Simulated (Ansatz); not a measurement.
# AlH₉N₂Si (built from SMILES [NH2][AlH][NH2].[SiH4]): search for a transition state, part 3 of 3

Ansatz 0.2.0, Gaussian basis; PBE0-D4. The steps go on from the part before.

## (8) Relaxing after a step of 0.30 Å the other way along the mode

The input, downb/in.yaml:

```yaml
crystal:
  periodic: [false, false, false]
  atoms:
    - {symbol: Al, position_ang: [0.599427, 0.375310, 0.606913]}
    - {symbol: H, position_ang: [1.426491, -0.927694, 0.978236]}
    - {symbol: N, position_ang: [1.111713, 1.531806, -0.677854]}
    - {symbol: N, position_ang: [-0.493707, 0.797889, 1.967050]}
    - {symbol: H, position_ang: [0.397158, -1.249619, -0.040836]}
    - {symbol: Si, position_ang: [-0.762993, -1.379501, -1.105118]}
    - {symbol: H, position_ang: [1.033422, 1.444507, -1.669514]}
    - {symbol: H, position_ang: [1.796477, 2.229766, -0.446053]}
    - {symbol: H, position_ang: [-0.474702, 0.248266, 2.808003]}
    - {symbol: H, position_ang: [-1.230914, 1.475729, 1.985194]}
    - {symbol: H, position_ang: [-1.631844, -0.231346, -1.596502]}
    - {symbol: H, position_ang: [-0.094441, -1.946302, -2.307499]}
    - {symbol: H, position_ang: [-1.675988, -2.368812, -0.502021]}
basis:
  gaussian: {orbitals: def2-TZVP}
hamiltonian: {xc: pbe0, dispersion: d4}
relax: {f_tol: 0.005, max_steps: 200}
```

Started as:

```console
$ ansatz run in.yaml --threads 4 --pin off --events-out ev --progress --plain --max-ram 9574MiB
```

Standard output, cut to the lines that bear on the results:

```text
Functional definition: PBE0
  name "PBE0"
  cite "Adamo & Barone, J. Chem. Phys. 110, 6158 (1999) doi:10.1063/1.478522"
  cite "Perdew, Burke & Ernzerhof, Phys. Rev. Lett. 77, 3865 (1996) doi:10.1103/PhysRevLett.77.3865"
  parent pbe
[...]
1253 factors; their error is unknown
[...]
mean field -17593.22621416 eV, -646.5391382534 hartree, gradient 1.6e-5 eV, S^2 0.000000; 0 other end points of the search recorded, 0 dependent functions left out
[...]
Atom 9 at    -1.280823     1.152636     1.337012 Å, force     0.000012    -0.000223     0.000135 eV/Å
Atom 10 at    -1.641991    -0.090465    -1.338951 Å, force     0.000269    -0.000838     0.000181 eV/Å
Atom 11 at    -1.197245    -2.278166    -2.265595 Å, force     0.000070    -0.000348    -0.000456 eV/Å
Atom 12 at    -1.784418    -2.087863     0.074597 Å, force     0.000166     0.000287    -0.000376 eV/Å
Dipole moment:    -0.207563     0.166251    -0.059567 e Å
```

It took 2.9 min on 4 threads of AMD EPYC, shared host.

The steps of the relaxation:

| step | energy from step 1 (eV) | largest force component (eV/Å) |
| --- | --- | --- |
| 1 | 0.0000 | 0.8645 |
| 2 | -0.4347 | 0.8194 |
| 3 | -0.6557 | 0.8044 |
| 4 | -0.7456 | 0.5571 |
| 5 | -0.8050 | 0.4234 |
| 6 | -0.8438 | 0.2879 |
| 7 | -0.8636 | 0.8387 |
| 8 | -0.8949 | 0.9507 |
| 9 | -0.9691 | 0.4005 |
| 10 | -1.0105 | 0.2740 |
| 11 | -1.0378 | 0.2768 |
| 12 | -1.0617 | 0.1212 |
| 13 | -1.0679 | 0.0428 |
| 14 | -1.0694 | 0.4584 |
| 15 | -1.0794 | 0.0552 |
| 16 | -1.0842 | 0.0806 |
| 17 | -1.0866 | 0.1567 |
| 18 | -1.0897 | 0.1060 |
| 19 | -1.0919 | 0.0151 |
| 20 | -1.0925 | 0.0274 |
| 21 | -1.0927 | 0.0216 |
| 22 | -1.0929 | 0.0142 |
| 23 | -1.0930 | 0.0086 |
| 24 | -1.0931 | 0.0093 |
| 25 | -1.0931 | 0.0117 |
| 26 | -1.0931 | 0.0076 |
| 27 | -1.0932 | 0.0015 |

Distances of close pairs at the start and the end, largest changes first:

| bond | before (Å) | after (Å) | change (Å) |
| --- | --- | --- | --- |
| Al1–H5 | 1.761 | 2.459 | +0.698 |
| Al1–Si6 | 2.805 | 3.414 | +0.609 |
| H5–Si6 | 1.580 | 1.493 | -0.087 |
| Si6–H11 | 1.521 | 1.481 | -0.040 |
| Al1–N3 | 1.803 | 1.770 | -0.033 |
| Al1–N4 | 1.795 | 1.778 | -0.018 |
| N3–H7 | 0.999 | 1.006 | +0.008 |
| Al1–H2 | 1.587 | 1.580 | -0.008 |

## (9) The three structures

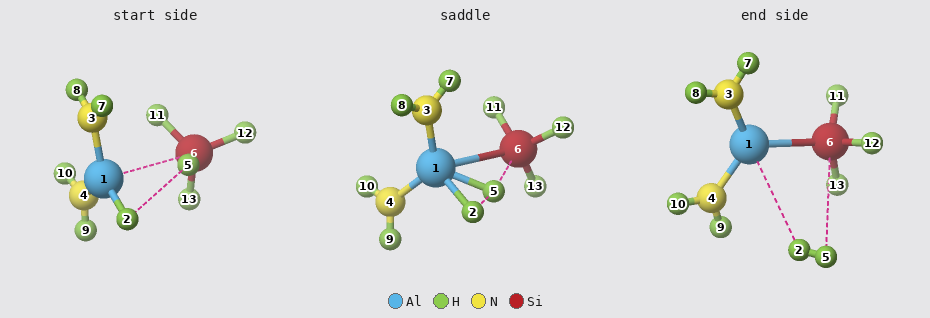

The minimum on the start side, the saddle and the minimum on the end side; broken lines mark the pairs that change.

| pair | start side (Å) | saddle (Å) | end side (Å) |
| --- | --- | --- | --- |
| Al1–Si6 | 3.414 | 2.668 | 2.445 |
| H2–H5 | 2.837 | 1.096 | 0.748 |
| Al1–H2 | 1.580 | 1.730 | 3.303 |
| H5–Si6 | 1.493 | 1.918 | 3.828 |

## (10) Results

This closing draws on all 3 parts.

| quantity | value |
| --- | --- |
| imaginary mode | 1153i cm⁻¹ |
| barrier from the start side | 1.595 eV |
| barrier from the end side | 1.450 eV |
| energy of the step | +0.144 eV |
| pairs that change | Al1–Si6 formed, H2–H5 formed, Al1–H2 broken, H5–Si6 broken |
| zero-point energy at the saddle | 2.402 eV |

What this shows: One imaginary mode, 1153i cm⁻¹, makes this a first-order saddle. Going downhill both ways gives the intended start and end. At PBE0-D4/def2-TZVP the electronic barrier is 1.595 eV, about 62 kT at 298 K, and the step runs 0.144 eV uphill. With so stiff a mode tunnelling counts: Wigner's rough correction is a factor of 2.3 at 298 K. The ends are the nearest minima, not always the lowest complexes.
